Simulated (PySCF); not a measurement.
Consider C5H7FOSi.

```yaml
atoms:
  - { symbol: C, position_ang: [3.4717, 0.4534, -0.3015] }
  - { symbol: C, position_ang: [2.4971, 0.2194, 0.3644] }
  - { symbol: Si, position_ang: [1.0243, -0.1187, 1.4005] }
  - { symbol: C, position_ang: [-0.1467, -1.4243, 0.6645] }
  - { symbol: F, position_ang: [-0.8838, -2.2714, 1.4600] }
  - { symbol: C, position_ang: [-0.6767, 0.0169, 0.5688] }
  - { symbol: O, position_ang: [-0.7775, 0.5766, -0.7068] }
  - { symbol: C, position_ang: [-1.8939, 0.1101, -1.4324] }
  - { symbol: H, position_ang: [4.3162, 0.6540, -0.8957] }
  - { symbol: H, position_ang: [1.1055, 0.0187, 2.8410] }
  - { symbol: H, position_ang: [0.0680, -1.9208, -0.2773] }
  - { symbol: H, position_ang: [-1.5609, 0.1939, 1.1866] }
  - { symbol: H, position_ang: [-2.8290, 0.3694, -0.9209] }
  - { symbol: H, position_ang: [-1.8590, -0.9761, -1.5704] }
  - { symbol: H, position_ang: [-1.8596, 0.6011, -2.4028] }
```

Geometry: GFN2-xTB.

The calculation used PBE0/pcSseg-1, SCF density, gas phase, non-relativistic in PySCF 2.14.0.

### What can the converged electron density and electron localisation function tell about the bonding?

C–C (1.20 Å): ρ is about 2.8 e/Å³ halfway; the ELF peaks at about 0.85 between the atoms (a multiple bond).
C–O (1.40 Å): ρ at the midpoint is about 2.1 e/Å³, with its minimum of 1.8 e/Å³ about 0.5 Å from C; the ELF peaks at about 0.90 between the atoms: a polar covalent bond.
C–Si (1.83 Å): the density is about 0.94 e/Å³ at the midpoint; the ELF peaks at about 0.95 between the atoms; a shared electron pair.
C–H (1.05 Å): the density is about 2.1 e/Å³ at the midpoint; the ELF climbs to about 1 towards the hydrogen, as it does in any bond to H; a covalent bond by its length.

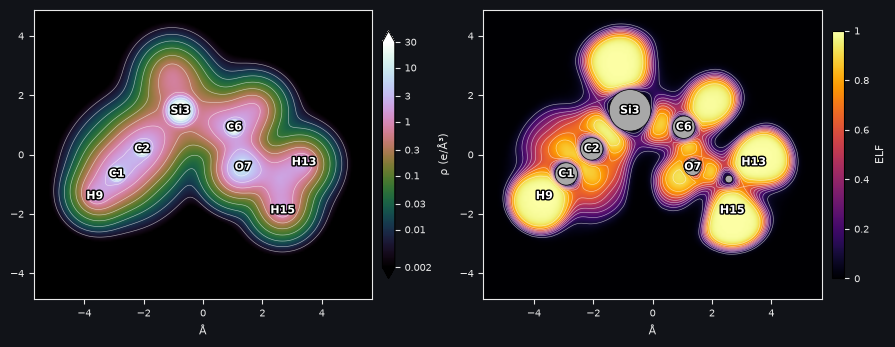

Computed electron density and electron localisation function on the plane of atoms C2, Si3 and C6, in this order. Grey discs cover the atomic cores in the ELF map. 
